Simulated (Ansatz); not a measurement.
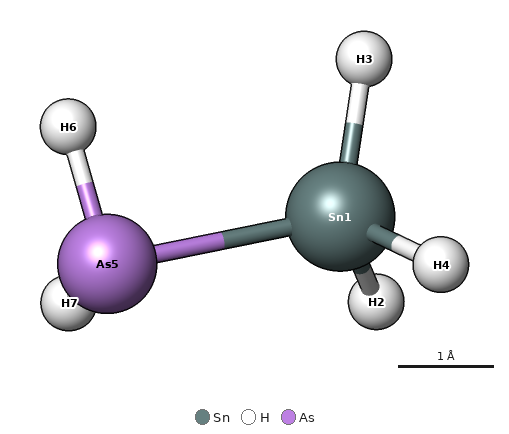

The starting structure (ball-and-stick view, seen at a tilt; atoms are numbered from 1 in the order of the input). Sticks mark near contacts.

**SnAsH₅: geometry relaxation**

SnAsH₅, computed with RKS PBE0-D4/def2-TZVP (Ansatz 0.2.0).

Figures and captions count atoms from 1; the log counts them from 0 in places.

Output
```
Functional definition: PBE0
  name "PBE0"
  cite "Adamo & Barone, J. Chem. Phys. 110, 6158 (1999) doi:10.1063/1.478522"
  cite "Perdew, Burke & Ernzerhof, Phys. Rev. Lett. 77, 3865 (1996) doi:10.1103/PhysRevLett.77.3865"
  parent pbe
  parameter a = 0.25
  parameter kappa = 0.804
  parameter beta = 0.06672455060314922
  exchange = (1 - a)*pbe_x(kappa = kappa, mu = beta*pi^2/3) + a*exact_x
  correlation = pbe_c(beta = beta)
1104 factors; their error is unknown
mean field evaluation 1: about -66745.9154 eV, gradient 1.4e1 eV
mean field evaluation 2: about -66746.2092 eV, gradient 8.2e0 eV
mean field evaluation 4: about -66746.3019 eV, gradient 2.9e-1 eV
mean field evaluation 8: about -66746.6263 eV, gradient 4.2e-1 eV
mean field evaluation 16: about -66746.6265 eV, gradient 2.0e-5 eV
mean field -66746.62648653 eV, -2452.8932808917 hartree, gradient 2.0e-5 eV, S^2 0.000000; 0 other end points of the search recorded, 0 dependent functions left out
the calculation of the forces begins
reference -66746.62652310 eV, -2452.8932822356 hartree; 30, 30 occupied and 98, 98 virtual orbitals, 1104 factors
relax step   1: F+E_penalty+E_count = -66746.74011213 eV  Δ(F+E_penalty+E_count) = +0.000e0 eV  max|allowed force component| = 1.652e-1 eV/Å  Δτ_max = 0.0000 Å  (25 SCF iters, accepted)
these checks for a lower state are left out or cut short: starts, cluster_reference, orbital_swaps, neighbouring_geometries, increment
1104 factors; their error is unknown
mean field -66746.62507218 eV, -2452.8932289153 hartree, gradient 1.5e-5 eV, S^2 0.000000; 0 other end points of the search recorded, 0 dependent functions left out
[... from here on the field's lines of each further geometry are left out, up to the last ...]
relax step   2: F+E_penalty+E_count = -66746.73869138 eV  Δ(F+E_penalty+E_count) = +1.421e-3 eV  max|allowed force component| = 1.568e-1 eV/Å  Δτ_max = 0.0411 Å  (29 SCF iters, rejected (line search))
relax step   3: F+E_penalty+E_count = -66746.74211168 eV  Δ(F+E_penalty+E_count) = -2.000e-3 eV  max|allowed force component| = 1.810e-2 eV/Å  Δτ_max = 0.0205 Å  (29 SCF iters, accepted)
relax step   4: F+E_penalty+E_count = -66746.74493564 eV  Δ(F+E_penalty+E_count) = -2.824e-3 eV  max|allowed force component| = 1.839e-2 eV/Å  Δτ_max = 0.1000 Å  (26 SCF iters, accepted)
relax step   5: F+E_penalty+E_count = -66746.74513942 eV  Δ(F+E_penalty+E_count) = -2.038e-4 eV  max|allowed force component| = 1.959e-2 eV/Å  Δτ_max = 0.0051 Å  (30 SCF iters, accepted)
relax step   6: F+E_penalty+E_count = -66746.75103611 eV  Δ(F+E_penalty+E_count) = -5.897e-3 eV  max|allowed force component| = 2.852e-2 eV/Å  Δτ_max = 0.1435 Å  (26 SCF iters, accepted)
relax step   7: F+E_penalty+E_count = -66746.75268165 eV  Δ(F+E_penalty+E_count) = -1.646e-3 eV  max|allowed force component| = 9.758e-2 eV/Å  Δτ_max = 0.0436 Å  (28 SCF iters, accepted)
relax step   8: F+E_penalty+E_count = -66746.75912405 eV  Δ(F+E_penalty+E_count) = -6.442e-3 eV  max|allowed force component| = 2.639e-2 eV/Å  Δτ_max = 0.1376 Å  (26 SCF iters, accepted)
relax step   9: F+E_penalty+E_count = -66746.75169341 eV  Δ(F+E_penalty+E_count) = +7.431e-3 eV  max|allowed force component| = 4.249e-1 eV/Å  Δτ_max = 0.1951 Å  (27 SCF iters, rejected (line search))
relax step  10: F+E_penalty+E_count = -66746.76252447 eV  Δ(F+E_penalty+E_count) = -3.400e-3 eV  max|allowed force component| = 5.364e-2 eV/Å  Δτ_max = 0.0976 Å  (26 SCF iters, accepted)
relax step  11: F+E_penalty+E_count = -66746.76040916 eV  Δ(F+E_penalty+E_count) = +2.115e-3 eV  max|allowed force component| = 1.867e-1 eV/Å  Δτ_max = 0.0965 Å  (26 SCF iters, rejected (line search))
relax step  12: F+E_penalty+E_count = -66746.76429938 eV  Δ(F+E_penalty+E_count) = -1.775e-3 eV  max|allowed force component| = 2.346e-2 eV/Å  Δτ_max = 0.0482 Å  (28 SCF iters, accepted)
relax step  13: F+E_penalty+E_count = -66746.76534790 eV  Δ(F+E_penalty+E_count) = -1.049e-3 eV  max|allowed force component| = 4.509e-2 eV/Å  Δτ_max = 0.0499 Å  (28 SCF iters, accepted)
relax step  14: F+E_penalty+E_count = -66746.76572920 eV  Δ(F+E_penalty+E_count) = -3.813e-4 eV  max|allowed force component| = 7.963e-2 eV/Å  Δτ_max = 0.0514 Å  (28 SCF iters, accepted)
relax step  15: F+E_penalty+E_count = -66746.76597757 eV  Δ(F+E_penalty+E_count) = -2.484e-4 eV  max|allowed force component| = 7.110e-2 eV/Å  Δτ_max = 0.0133 Å  (30 SCF iters, accepted)
relax step  16: F+E_penalty+E_count = -66746.76625125 eV  Δ(F+E_penalty+E_count) = -2.737e-4 eV  max|allowed force component| = 2.610e-2 eV/Å  Δτ_max = 0.0155 Å  (29 SCF iters, accepted)
relax step  17: F+E_penalty+E_count = -66746.76657513 eV  Δ(F+E_penalty+E_count) = -3.239e-4 eV  max|allowed force component| = 6.579e-3 eV/Å  Δτ_max = 0.0179 Å  (29 SCF iters, accepted)
relax step  18: F+E_penalty+E_count = -66746.76663415 eV  Δ(F+E_penalty+E_count) = -5.903e-5 eV  max|allowed force component| = 3.153e-3 eV/Å  Δτ_max = 0.0119 Å  (30 SCF iters, accepted)
relax step  19: F+E_penalty+E_count = -66746.76666956 eV  Δ(F+E_penalty+E_count) = -3.541e-5 eV  max|allowed force component| = 8.073e-3 eV/Å  Δτ_max = 0.0213 Å  (29 SCF iters, accepted)
the calculation of the forces begins
reference -66746.65290050 eV, -2452.8942515870 hartree; 30, 30 occupied and 98, 98 virtual orbitals, 1104 factors
relax step  20: F+E_penalty+E_count = -66746.76667300 eV  Δ(F+E_penalty+E_count) = -3.434e-6 eV  max|allowed force component| = 2.918e-3 eV/Å  Δτ_max = 0.0036 Å  (31 SCF iters, accepted)
1104 factors; their error is unknown
mean field evaluation 160: about -66746.3226 eV, gradient 1.9e0 eV
```

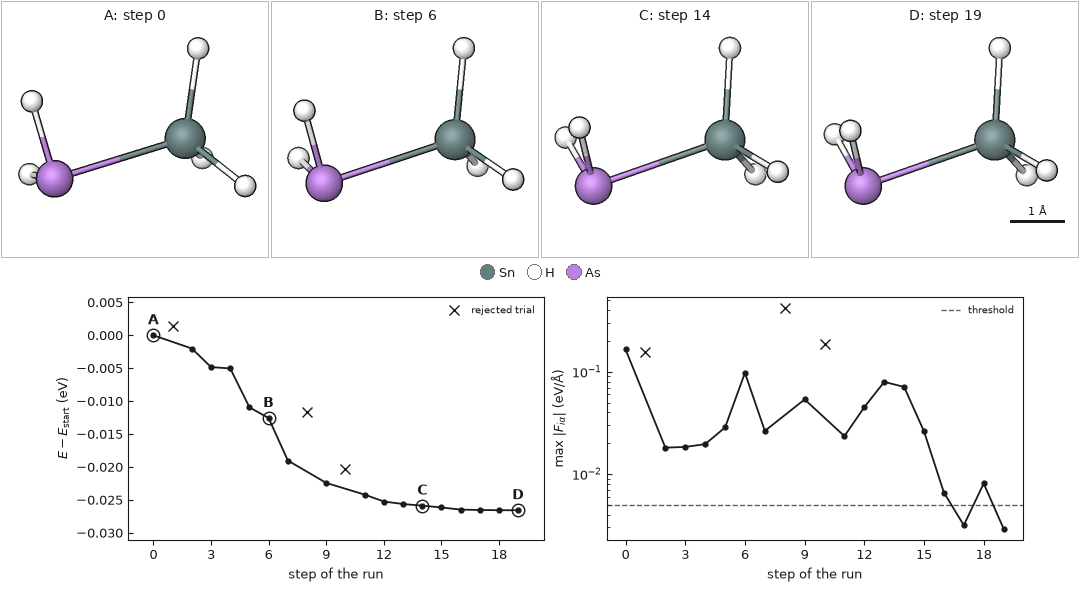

Frames of the relaxation (ball-and-stick view, seen at a tilt) above the curves, on which the letters mark them (the first geometry is step 0 here and step 1 in the log).

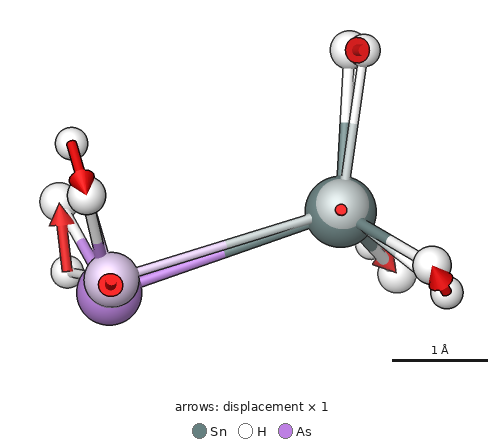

Start (faint) and end (solid) with the displacements as red arrows, at true length (ball-and-stick view, seen at a tilt). The two geometries are laid on each other by the best rigid fit. The largest moves after the best rigid fit, 0.75 Å, are those of H6 and H7. By element the largest moves are H 0.75 Å, As 0.37 Å, Sn 0.10 Å. Over 19 geometry steps the energy falls by 0.027 eV. Largest force component: 0.17 eV/Å at the start, 0.0029 eV/Å at the end. The line search rejected the trial steps at points 1, 8, 10 (counted from 0) and went back. (Atoms are counted from 1 in the order of the input.)

```
mean field -66746.65286375 eV, -2452.8942502366 hartree, gradient 1.4e-5 eV, S^2 0.000000; 1 other end points of the search recorded, 0 dependent functions left out
the calculation of the forces begins
reference -66746.65290050 eV, -2452.8942515870 hartree; 30, 30 occupied and 98, 98 virtual orbitals, 1104 factors
Total energy: -66746.76670974 eV, -2452.8984339996 hartree
Atom 0 at    -0.469519    -0.038124    -1.446638 Å, force    -0.000512    -0.002027     0.002437 eV/Å
Atom 1 at    -0.182869    -0.202865    -3.121740 Å, force     0.000241    -0.000328     0.000426 eV/Å
Atom 2 at    -2.091847    -0.451530    -1.111862 Å, force    -0.000809     0.000657    -0.000467 eV/Å
Atom 3 at    -0.198685     1.585003    -0.991443 Å, force     0.000177     0.000326     0.000183 eV/Å
Atom 4 at     1.226021    -1.546510    -0.168580 Å, force     0.002918    -0.000795     0.000167 eV/Å
Atom 5 at     0.441635    -1.396115     1.128760 Å, force    -0.001562     0.001821    -0.002032 eV/Å
Atom 6 at     0.450222    -2.802272    -0.545477 Å, force    -0.000455     0.000347    -0.000715 eV/Å
Dipole moment:    -0.071699    -0.016867     0.013858 e Å
```

Trajectory as extended XYZ (Å, eV, eV/Å), 20 frames, from step=1 to step=20
```
7
Properties=species:S:1:pos:R:3:forces:R:3 step=1 energy=-66746.74011
Sn   -0.4948    0.0095   -1.3666    0.0183   0.0025  -0.1652
H    -0.4096   -0.5562   -2.9795   -0.0110   0.0134   0.0464
H    -2.1080   -0.0874   -0.8235   -0.0130  -0.0007   0.0217
H     0.0014    1.6454   -1.3581   -0.0129  -0.0167   0.0330
As    1.1250   -1.3729    0.1335    0.0746  -0.0199   0.0435
H    -0.0331   -1.9242    0.9511   -0.0104  -0.0220   0.0137
H     1.0941   -2.5666   -0.8139   -0.0455   0.0434   0.0069
7
Properties=species:S:1:pos:R:3:forces:R:3 step=2 energy=-66746.73869 accepted=F
Sn   -0.4859   -0.0005   -1.3946   -0.0112   0.0348   0.1568
H    -0.4181   -0.5564   -3.0052    0.0243  -0.0080   0.0003
H    -2.0919   -0.0958   -0.8220   -0.0045  -0.0128  -0.0265
H     0.0023    1.6356   -1.3353   -0.0023   0.0050  -0.0402
As    1.1288   -1.3651    0.1499   -0.0169  -0.0208  -0.1159
H    -0.0233   -1.9303    0.9683   -0.0307   0.0284  -0.0070
H     1.0631   -2.5399   -0.8180    0.0413  -0.0266   0.0326
7
Properties=species:S:1:pos:R:3:forces:R:3 step=3 energy=-66746.74211
Sn   -0.4901    0.0070   -1.3769    0.0056   0.0009  -0.0181
H    -0.4076   -0.5557   -2.9863    0.0015   0.0008  -0.0004
H    -2.1010   -0.0952   -0.8239   -0.0052  -0.0051   0.0031
H    -0.0030    1.6438   -1.3476   -0.0029   0.0027   0.0067
As    1.1304   -1.3725    0.1354    0.0125   0.0007   0.0096
H    -0.0284   -1.9195    0.9576    0.0017   0.0025   0.0021
H     1.0746   -2.5602   -0.8154   -0.0131  -0.0025  -0.0031
7
Properties=species:S:1:pos:R:3:forces:R:3 step=4 energy=-66746.74494
Sn   -0.4819    0.0062   -1.3852    0.0031  -0.0123   0.0154
H    -0.3683   -0.5208   -3.0045    0.0034   0.0100  -0.0048
H    -2.0949   -0.1524   -0.8491    0.0004   0.0017  -0.0094
H    -0.0343    1.6529   -1.3070   -0.0039  -0.0057   0.0036
As    1.1546   -1.3893    0.0977   -0.0062   0.0013  -0.0184
H     0.0157   -1.8470    0.9995    0.0111   0.0055  -0.0012
H     0.9841   -2.6020   -0.8084   -0.0079  -0.0004   0.0148
7
Properties=species:S:1:pos:R:3:forces:R:3 step=5 energy=-66746.74514
Sn   -0.4816    0.0047   -1.3857   -0.0017  -0.0070   0.0160
H    -0.3676   -0.5177   -3.0062    0.0053   0.0059  -0.0069
H    -2.0953   -0.1534   -0.8518   -0.0007  -0.0022  -0.0075
H    -0.0356    1.6513   -1.3044   -0.0010   0.0018   0.0035
As    1.1562   -1.3892    0.0963   -0.0066  -0.0032  -0.0196
H     0.0191   -1.8446    1.0010    0.0074   0.0090   0.0051
H     0.9797   -2.6035   -0.8062   -0.0026  -0.0043   0.0094
7
Properties=species:S:1:pos:R:3:forces:R:3 step=6 energy=-66746.75104
Sn   -0.4756   -0.0002   -1.3960    0.0109  -0.0164   0.0084
H    -0.3156   -0.4564   -3.0329    0.0029   0.0107  -0.0071
H    -2.0926   -0.2282   -0.8995   -0.0056  -0.0016  -0.0085
H    -0.0780    1.6535   -1.2409   -0.0005  -0.0042   0.0085
As    1.1838   -1.4195    0.0353    0.0000   0.0285  -0.0153
H     0.0975   -1.7369    1.0543    0.0113  -0.0038   0.0008
H     0.8555   -2.6647   -0.7773   -0.0190  -0.0132   0.0131
7
Properties=species:S:1:pos:R:3:forces:R:3 step=7 energy=-66746.75268
Sn   -0.4749   -0.0086   -1.4025   -0.0192   0.0293   0.0088
H    -0.3074   -0.4304   -3.0480    0.0126  -0.0040   0.0028
H    -2.0963   -0.2414   -0.9219   -0.0004  -0.0190  -0.0048
H    -0.0877    1.6442   -1.2172    0.0040   0.0080   0.0040
As    1.1931   -1.4214    0.0197   -0.0539  -0.0976  -0.0335
H     0.1290   -1.7138    1.0725    0.0316   0.0323  -0.0210
H     0.8192   -2.6811   -0.7595    0.0253   0.0510   0.0437
7
Properties=species:S:1:pos:R:3:forces:R:3 step=8 energy=-66746.75912
Sn   -0.4707   -0.0108   -1.4127    0.0097  -0.0133   0.0073
H    -0.2597   -0.3706   -3.0682    0.0001   0.0095  -0.0003
H    -2.0901   -0.3167   -0.9670   -0.0025   0.0007  -0.0119
H    -0.1255    1.6422   -1.1550   -0.0011  -0.0106   0.0081
As    1.2080   -1.4606   -0.0400    0.0041   0.0264  -0.0183
H     0.2119   -1.6083    1.1030    0.0082  -0.0072  -0.0059
H     0.7011   -2.7276   -0.7170   -0.0185  -0.0055   0.0210
7
Properties=species:S:1:pos:R:3:forces:R:3 step=9 energy=-66746.75169 accepted=F
Sn   -0.4658   -0.0163   -1.4286   -0.0135  -0.0137  -0.0479
H    -0.1969   -0.2805   -3.1006   -0.0320   0.0358   0.0781
H    -2.0850   -0.4156   -1.0395    0.0628   0.0407  -0.0326
H    -0.1784    1.6342   -1.0665   -0.0156  -0.0999  -0.0079
As    1.2296   -1.5094   -0.1247   -0.4249  -0.2785   0.2371
H     0.3391   -1.4738    1.1449    0.2630  -0.0309  -0.3833
H     0.5325   -2.7911   -0.6421    0.1603   0.3464   0.1565
7
Properties=species:S:1:pos:R:3:forces:R:3 step=10 energy=-66746.76252
Sn   -0.4743   -0.0242   -1.4190    0.0174   0.0189  -0.0246
H    -0.2354   -0.3232   -3.0829   -0.0015   0.0044  -0.0047
H    -2.1011   -0.3520   -1.0170    0.0108  -0.0141   0.0061
H    -0.1422    1.6197   -1.0993   -0.0090   0.0095   0.0056
As    1.2227   -1.4800   -0.0824   -0.0536  -0.0177   0.0000
H     0.2801   -1.5394    1.1139    0.0283  -0.0016   0.0016
H     0.6252   -2.7532   -0.6703    0.0076   0.0005   0.0160
7
Properties=species:S:1:pos:R:3:forces:R:3 step=11 energy=-66746.76041 accepted=F
Sn   -0.4739   -0.0181   -1.4420   -0.0690  -0.0152   0.0322
H    -0.2164   -0.2667   -3.1132    0.0072   0.0038   0.0345
H    -2.0972   -0.3878   -1.0588    0.0039   0.0134  -0.0208
H    -0.1698    1.6207   -1.0646    0.0009  -0.0265  -0.0058
As    1.2106   -1.4982   -0.1209   -0.0354  -0.1867   0.1216
H     0.3613   -1.5076    1.1552    0.0537   0.0607  -0.1819
H     0.5602   -2.7948   -0.6127    0.0388   0.1505   0.0201
7
Properties=species:S:1:pos:R:3:forces:R:3 step=12 energy=-66746.76430
Sn   -0.4716   -0.0249   -1.4268    0.0046   0.0061  -0.0076
H    -0.2245   -0.2963   -3.0943    0.0010   0.0042  -0.0008
H    -2.0958   -0.3759   -1.0343    0.0045  -0.0065  -0.0005
H    -0.1560    1.6166   -1.0779   -0.0042   0.0003   0.0036
As    1.2224   -1.4941   -0.1010   -0.0235  -0.0131   0.0016
H     0.3136   -1.5094    1.1223    0.0165   0.0023  -0.0073
H     0.5870   -2.7683   -0.6450    0.0011   0.0067   0.0111
7
Properties=species:S:1:pos:R:3:forces:R:3 step=13 energy=-66746.76535
Sn   -0.4702   -0.0278   -1.4333   -0.0004   0.0074  -0.0017
H    -0.2121   -0.2696   -3.1041   -0.0006   0.0042   0.0067
H    -2.0931   -0.4001   -1.0539    0.0060  -0.0005  -0.0050
H    -0.1685    1.6103   -1.0538   -0.0049  -0.0105  -0.0003
As    1.2243   -1.5081   -0.1209   -0.0451  -0.0388   0.0191
H     0.3486   -1.4763    1.1285    0.0295   0.0023  -0.0387
H     0.5460   -2.7809   -0.6195    0.0155   0.0359   0.0198
7
Properties=species:S:1:pos:R:3:forces:R:3 step=14 energy=-66746.76573
Sn   -0.4679   -0.0307   -1.4392   -0.0164   0.0075  -0.0053
H    -0.2021   -0.2408   -3.1136    0.0038   0.0026   0.0129
H    -2.0907   -0.4210   -1.0772    0.0059   0.0004  -0.0028
H    -0.1829    1.6037   -1.0300    0.0015  -0.0191  -0.0009
As    1.2264   -1.5233   -0.1408   -0.0796  -0.0746   0.0489
H     0.3850   -1.4448    1.1327    0.0482   0.0038  -0.0751
H     0.5072   -2.7955   -0.5890    0.0366   0.0793   0.0223
7
Properties=species:S:1:pos:R:3:forces:R:3 step=15 energy=-66746.76598
Sn   -0.4703   -0.0333   -1.4412    0.0076   0.0105   0.0117
H    -0.1964   -0.2376   -3.1145   -0.0041   0.0015   0.0088
H    -2.0918   -0.4285   -1.0798    0.0044   0.0031  -0.0082
H    -0.1817    1.5974   -1.0228   -0.0090  -0.0057  -0.0051
As    1.2265   -1.5241   -0.1439   -0.0711  -0.0641   0.0260
H     0.3935   -1.4365    1.1332    0.0341   0.0009  -0.0623
H     0.4952   -2.7898   -0.5880    0.0380   0.0538   0.0291
7
Properties=species:S:1:pos:R:3:forces:R:3 step=16 energy=-66746.76625
Sn   -0.4729   -0.0327   -1.4416    0.0261  -0.0207   0.0069
H    -0.1912   -0.2317   -3.1133   -0.0134   0.0055  -0.0074
H    -2.0931   -0.4322   -1.0825   -0.0041   0.0055  -0.0102
H    -0.1827    1.5946   -1.0156   -0.0085   0.0062   0.0004
As    1.2245   -1.5291   -0.1516   -0.0182  -0.0139   0.0129
H     0.3978   -1.4242    1.1248    0.0149  -0.0070  -0.0097
H     0.4926   -2.7972   -0.5773    0.0031   0.0244   0.0071
7
Properties=species:S:1:pos:R:3:forces:R:3 step=17 energy=-66746.76658
Sn   -0.4690   -0.0356   -1.4423   -0.0018   0.0021  -0.0024
H    -0.1914   -0.2220   -3.1169    0.0003   0.0006   0.0033
H    -2.0920   -0.4371   -1.0945    0.0044  -0.0006  -0.0012
H    -0.1902    1.5925   -1.0091    0.0000  -0.0038   0.0007
As    1.2265   -1.5363   -0.1545    0.0011   0.0066  -0.0065
H     0.4136   -1.4173    1.1281   -0.0007  -0.0017   0.0034
H     0.4775   -2.7966   -0.5679   -0.0033  -0.0032   0.0027
7
Properties=species:S:1:pos:R:3:forces:R:3 step=18 energy=-66746.76663
Sn   -0.4691   -0.0363   -1.4436   -0.0028   0.0013  -0.0015
H    -0.1883   -0.2162   -3.1181    0.0003   0.0008  -0.0012
H    -2.0914   -0.4422   -1.0999   -0.0011  -0.0002  -0.0007
H    -0.1929    1.5900   -1.0032    0.0001   0.0001   0.0007
As    1.2261   -1.5390   -0.1597    0.0029  -0.0032   0.0024
H     0.4225   -1.4105    1.1281    0.0011   0.0011  -0.0001
H     0.4682   -2.7983   -0.5605   -0.0006   0.0002   0.0002
7
Properties=species:S:1:pos:R:3:forces:R:3 step=19 energy=-66746.76667
Sn   -0.4689   -0.0383   -1.4456   -0.0009   0.0022  -0.0033
H    -0.1834   -0.2051   -3.1206    0.0004   0.0006  -0.0014
H    -2.0912   -0.4509   -1.1100   -0.0019  -0.0006   0.0011
H    -0.1981    1.5854   -0.9924    0.0006   0.0002   0.0004
As    1.2268   -1.5458   -0.1678   -0.0081  -0.0064   0.0069
H     0.4382   -1.3962    1.1276    0.0054  -0.0023  -0.0067
H     0.4516   -2.8015   -0.5483    0.0045   0.0063   0.0031
7
Properties=species:S:1:pos:R:3:forces:R:3 step=20 energy=-66746.76667
Sn   -0.4695   -0.0381   -1.4466   -0.0005  -0.0020   0.0024
H    -0.1829   -0.2029   -3.1217    0.0002  -0.0003   0.0004
H    -2.0918   -0.4515   -1.1119   -0.0008   0.0007  -0.0005
H    -0.1987    1.5850   -0.9914    0.0002   0.0003   0.0002
As    1.2260   -1.5465   -0.1686    0.0029  -0.0008   0.0002
H     0.4416   -1.3961    1.1288   -0.0016   0.0018  -0.0020
H     0.4502   -2.8023   -0.5455   -0.0005   0.0003  -0.0007
```

This output came from the following input.

The input
```yaml
crystal:
  periodic: [false, false, false]
  atoms:
    - {symbol: Sn, position_ang: [-0.494783, 0.009536, -1.366635]}
    - {symbol: H, position_ang: [-0.409612, -0.556237, -2.979490]}
    - {symbol: H, position_ang: [-2.107983, -0.087444, -0.823462]}
    - {symbol: H, position_ang: [0.001368, 1.645403, -1.358132]}
    - {symbol: As, position_ang: [1.124955, -1.372936, 0.133535]}
    - {symbol: H, position_ang: [-0.033089, -1.924168, 0.951097]}
    - {symbol: H, position_ang: [1.094103, -2.566568, -0.813894]}
basis:
  gaussian: {orbitals: def2-TZVP}
hamiltonian: {xc: pbe0, dispersion: d4}
relax: {f_tol: 0.005, max_steps: 200}
```

Launched with:
```bash
ansatz run in.yaml --threads 8 --pin off --events-out ev --progress --plain --max-ram 19148MiB
```

Key numbers

- outcome: converged
- total energy: −66746.7667 eV
- mean-field energy: −66746.6529 eV
- dispersion energy: −0.1138 eV
- SCF solution under orbital rotations: stable
- largest force (length of the vector) at the end: 0.003 eV/Å
- dipole moment: 0.36 D
- hardware: 8 threads of Arm Neoverse V2, 23 GiB of memory available, shared host
- wall time: 20 s (CPU time 2 min)
- peak memory: 0.5 GiB
